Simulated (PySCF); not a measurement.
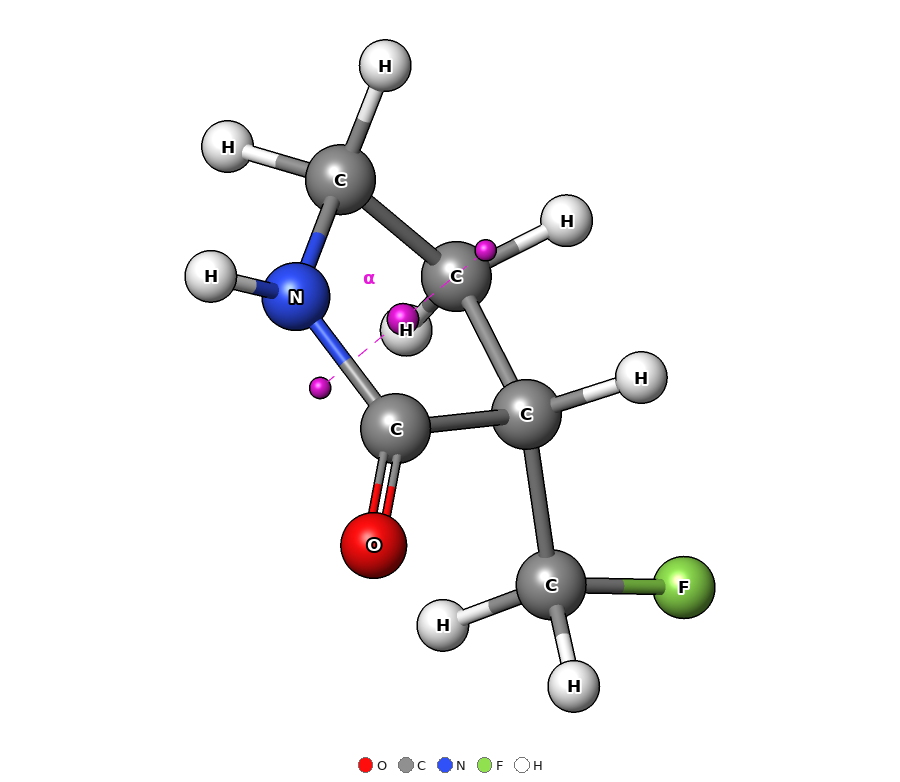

The small points mark where nucleus-independent chemical shifts (NICS) were computed: at the centre of each lettered ring and 1 Å above and below it. Geometry: a frame of a GFN2-xTB molecular-dynamics simulation, not a minimum. Level of theory: GIAO PBE0/pcSseg-1 NMR shielding, non-relativistic, gas phase (PySCF 2.14.0).

Give NICS(0), NICS(1) and the out-of-plane component NICS(1)zz for each ring (means of the two sides).

```json
{"ring": "α", "members": "C4N", "NICS(0)": "−4.9", "NICS(1)": "−2.6", "NICS(1)zz": "−3.1"}
```

Values in ppm.

### What do the values say about the ring currents?

Ring α: weak, as in a non-aromatic ring. NICS is one index among several.
